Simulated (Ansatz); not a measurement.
```
Ta W
1.0
     3.24911    0.00000    0.00000
     0.00000    4.65340    0.00000
     0.00000    0.00000   22.84682
Ta W
12 8
Cartesian
  1.6246 0.0000 6.9080
  0.0000 2.3267 6.9080
  0.0000 0.0000 18.3314
  1.6246 2.3267 18.3314
  0.0000 0.0000 4.5154
  1.6246 2.3267 4.5154
  1.6246 0.0000 15.9389
  0.0000 2.3267 15.9389
  0.0000 0.0000 0.0000
  1.6246 2.3267 0.0000
  1.6246 0.0000 11.4234
  0.0000 2.3267 11.4234
  1.6246 0.0000 2.2623
  0.0000 2.3267 2.2623
  0.0000 0.0000 13.6857
  1.6246 2.3267 13.6857
  0.0000 0.0000 9.1611
  1.6246 2.3267 9.1611
  1.6246 0.0000 20.5845
  0.0000 2.3267 20.5845
```

Space group Fmmm; a structure generated by program, which may or may not match a known phase; computed pressure about −3 GPa in this cell; computed without spin polarisation.

Level of theory: DFT r2SCAN, scalar-relativistic, plane waves, PAW in Ansatz 0.2.0.

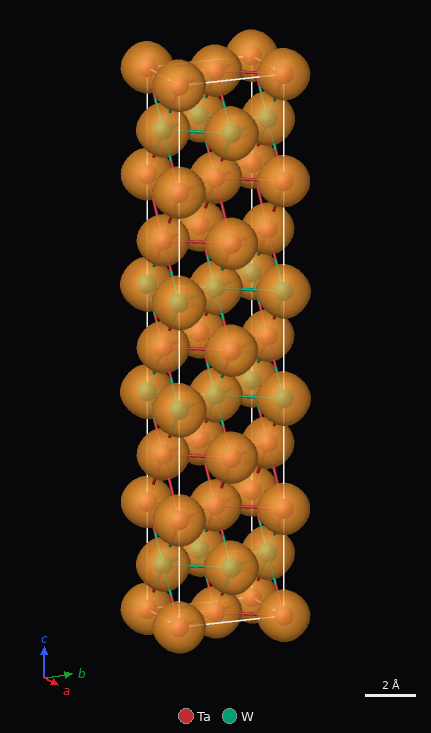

Ta3W2. Isosurface of the valence charge density (pseudo) at 0.5 e/Å³ (orange), seen slightly off an axis. Sticks mark near contacts.

In a PAW calculation such maps are meaningful between the atoms, not at the nuclei.

Q: What does this surface tell about the bonding?

A: At this value the density breaks into separate islands; it holds about 70 % of the electrons treated as valence (semicore included). It bridges none of the near contacts. It is pinched off along the sampled Ta–W (2.78 Å), Ta–Ta (2.84 Å), W–W (2.84 Å) and Ta–Ta (2.89 Å) contacts. On the grid the lowest density along these lines, outside the cores, is 0.37 e/Å³ (Ta–W, 2.78 Å), 0.31 e/Å³ (Ta–Ta, 2.84 Å), 0.35 e/Å³ (W–W, 2.84 Å) and 0.29 e/Å³ (Ta–Ta, 2.89 Å).

Q: What Bader charges does the calculation give?

A: Electrons move from Ta towards W. Bader charges: Ta +0.24 to +0.48 and W −0.48 e.
